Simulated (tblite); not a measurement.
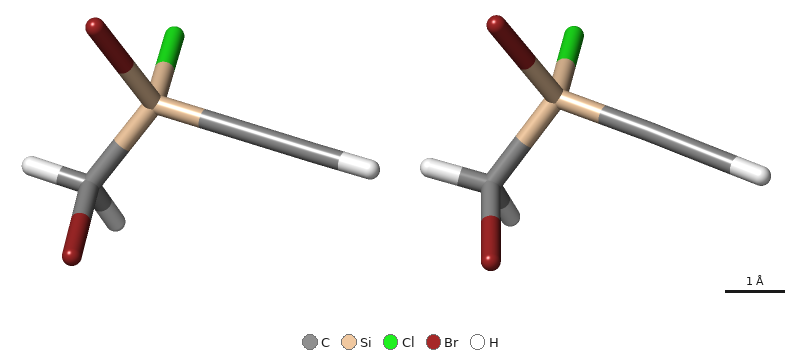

Two geometries of C3H3Br2ClSi, drawn at one scale. One is the start of a relaxation, the other its converged end. Style: stick. Shown at a tilt.

These are results of GFN2-xTB geometry optimisation, gas phase (tblite), not measurements. 

Which one is relaxed?

The right one is the relaxed one. Over 81 geometry steps the energy falls by 0.102 eV. The atom that moves furthest after the best rigid fit is a Br atom (0.34 Å). Largest moves by element: Br 0.34 Å, H 0.21 Å, Si 0.14 Å, C 0.11 Å, Cl 0.09 Å. Some distances before and after: C–Si 1.842 → 1.910 Å, Cl–Si 2.076 → 2.021 Å, C–Si 1.859 → 1.842 Å, C–C 1.216 → 1.202 Å. Bond angles that change, for instance: C–Si–Cl 107.3° → 112.1°, C–Si–C 114.9° → 110.1°, Cl–Si–Br 107.4° → 110.5°. Cost: 1.1 s on 1 thread of Arm Neoverse N1, with other jobs on the host.
